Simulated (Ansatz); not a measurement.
# The cluster SnPt2+ (doublet): inputs that go wrong

Aim: try 2 inputs for the cluster SnPt2+ (doublet) as typed, read how each ends, and find what has to change.

The runs use Ansatz 0.2.0, Gaussian basis; the settings change from run to run.

### 1 The geometry

The geometry comes from an earlier relaxation with r2SCAN-D4 in a triple-zeta def2 set; it is a stationary point. Pt, Sn take a core potential in def2 sets; no spin-orbit term is included.

3 atoms, charge 1, spin multiplicity 2.

Atoms are counted from 1 here; the program's logs count them from 0.

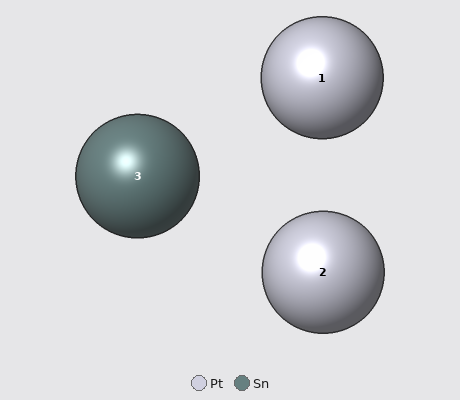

The structure; platinum light grey, tin teal; atoms are numbered from 1 in the order of the file.

As a file:

```csv
atom,x (Å),y (Å),z (Å)
Pt1,0.62134,-1.05664,0.70862
Pt2,0.05239,1.26502,0.63378
Sn3,-0.67372,-0.20838,-1.34240
```

### 2 Input 1

in.yaml reads:

```yaml
crystal:
  periodic: [false, false, false]
  atoms:
    - {symbol: Pt, position_ang: [0.621338, -1.056640, 0.708620]}
    - {symbol: Pt, position_ang: [0.052390, 1.265017, 0.633779]}
    - {symbol: Sn, position_ang: [-0.673718, -0.208377, -1.342399]}
basis:
  gaussian: {orbitals: def2-mTZVP, final_grid: {core_spheres: 1, valence_spheres: 1, degree: 1}}
total_charge: 2
hamiltonian: {xc: {name: wB97M-V}}
scf: {omitted_lower_state_checks: [starts]}
```

On the command line:

```sh
$ ansatz run in.yaml --threads 4 --pin off --events-out ev --progress --plain --max-ram 3916MiB
```

Standard output, cut to the lines that bear on the results:

```text
Functional definition: wB97M-V
  name "wB97M-V"
  cite "Mardirossian & Head-Gordon, J. Chem. Phys. 144, 214110 (2016) doi:10.1063/1.4952647"
  cite "Becke, J. Chem. Phys. 107, 8554 (1997) doi:10.1063/1.475007"
  cite "Vydrov & Van Voorhis, J. Chem. Phys. 133, 244103 (2010) doi:10.1063/1.3521275"
  # Of w^i u^j: cxij and so on, Table III.
[...]
  gx(w, u) = 1 - cx + cx01*u + cx10*w
  gss(w, u) = css00 + css04*u^4 + css10*w + css20*w^2 + css43*w^4*u^3
  gos(w, u) = cos00 + cos10*w + (cos20 + cos21*u)*w^2 + (cos60 + cos61*u)*w^6
[...]
      + integral(e_c_pw_mod_opposite_spin*gos(b97_w_opposite, b97_u_opposite)) + vv10(b, c)
[...]
1115 factors; their error is unknown
282 factors; integrals over basis functions are off by at most 2.3e-5 eV
[...]
mean field -12507.60968125 eV, -459.6461778237 hartree, gradient 3.1e-5 eV, S^2 0.000000; 0 other end points of the search recorded, 0 dependent functions left out
reference -12507.60968646 eV, -459.6461780151 hartree; 28, 28 occupied and 80, 80 virtual orbitals, 1115 factors
Total energy: -12507.60968646 eV, -459.6461780151 hartree
Checks for a lower state left out: starts
```

Run time: 40 s. Hardware: 4 threads of Arm Neoverse V2, shared host.

What is wrong: It ended without an error, which proves nothing about the input. The integration grid is far too coarse. It also asks for charge 2 and multiplicity 1, another species or state than the molecule above. Its energy carries the error of the grid. Cure: drop final_grid and take the default grid, and set charge and spin to those of the species named.

### 3 Input 2

in.yaml reads:

```yaml
crystal:
  periodic: [false, false, false]
  atoms:
    - {symbol: Pt, position_ang: [0.621338, -1.056640, 0.708620]}
    - {symbol: Pt, position_ang: [0.052390, 1.265017, 0.633779]}
    - {symbol: Sn, position_ang: [-0.673718, -0.208377, -1.342399]}
basis:
  gaussian: {orbitals: def2-TZVPD}
hamiltonian: {xc: {name: HF}}
correlation: {active_space: {window: {electrons: 3, orbitals: 2}}}
scf: {lower_state_search: off}
output: {forces: true}
```

The command is unchanged.

Standard output:

```text
Functional definition: HF
  name "HF"
  cite "Fock, Z. Phys. 61, 126 (1930) doi:10.1007/BF01340294"
  parent pbe
  exchange = exact_x
  correlation = 0
these checks for a lower state are left out or cut short: stability, starts, cluster_reference, orbital_swaps, neighbouring_geometries, increment
1285 factors; integrals over basis functions are off by at most 3.9e-4 eV
mean field evaluation 1: about -12240.9914 eV, gradient 6.1e1 eV
mean field evaluation 2: about -12241.3163 eV, gradient 6.1e1 eV
mean field evaluation 4: about -12250.2852 eV, gradient 5.3e0 eV
mean field evaluation 8: about -12250.5172 eV, gradient 1.5e0 eV
mean field evaluation 16: about -12250.5554 eV, gradient 5.5e-4 eV
mean field -12250.55542325 eV, -450.1996080796 hartree, gradient 1.7e-6 eV, S^2 0.000000; 0 other end points of the search recorded, 0 dependent functions left out
reference -12250.55542325 eV, -450.1996080796 hartree; 29, 29 occupied and 113, 113 virtual orbitals, 1285 factors
Error: 3 electrons in 2 orbitals form no window around the highest filled level of the reference
```

Run time: 1.2 s. Hardware: 4 threads of Arm Neoverse V2, shared host.

**Diagnosis.** The run stopped with an error. The active space doesn't fit the electrons. It also asks for charge 0 and multiplicity 1, another species or state than the molecule above. To mend it, choose a window whose electrons and orbitals fit the reference, and set charge and spin to those of the species named.

### 4 How the tries ended

```csv
input,level,ended,cause,time
1,wB97M-V/def2-mTZVP,converged,the integration grid is far too coarse,40 s
2,HF/def2-TZVPD,stopped by an error,the active space doesn't fit the electrons,1.2 s
```

In words: 1 converged, 1 stopped by an error. The dangerous case is the input that converges on a wrong geometry, charge, spin, basis or grid: often only a look at the input shows it.
